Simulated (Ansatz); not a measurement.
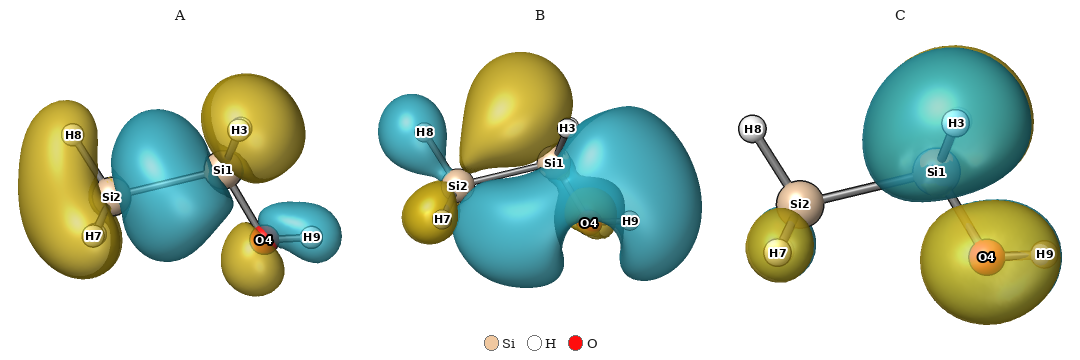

Figure. H6OSi2. Three frontier orbitals at ±0.06 Å⁻³ᐟ² (yellow and cyan are the two phases), in no order.

The product side of a reaction path; geometry: PBE0-D4/def2-TZVP.

Computed with Ansatz 0.2.0, RKS PBE0-D4/def2-TZVPP.

```xyz
9

Si   -0.5446    0.7213   -0.0559
Si    1.1498   -0.8225    0.4043
H     0.0234    1.9440   -0.6965
O    -1.6251   -0.0308   -1.0568
H    -1.2003    1.1683    1.2084
H     0.5988   -2.0280    1.0786
H     1.8401   -1.2398   -0.8451
H     2.1460   -0.1844    1.3085
H    -2.3882    0.4717   -1.3455
```

> Order the three orbitals by energy and name them.

C is the HOMO−1 (−8.73 eV). Its weight (Hirshfeld) is mainly on O4 (about 35 %), Si1 (about 25 %), H3 (about 15 %) and H5 (about 15 %). A is the HOMO (−8.15 eV). Its weight (Hirshfeld) is mainly on Si2 (about 35 %), Si1 (about 35 %), H3 (about 5 %), H5 (about 5 %) and O4 (about 5 %). B is the LUMO (−0.40 eV). Its weight (Hirshfeld) is mainly on Si1 (about 40 %), Si2 (about 20 %), H9 (about 15 %) and O4 (about 10 %).

> What is the HOMO–LUMO gap?

7.75 eV between the orbital energies.
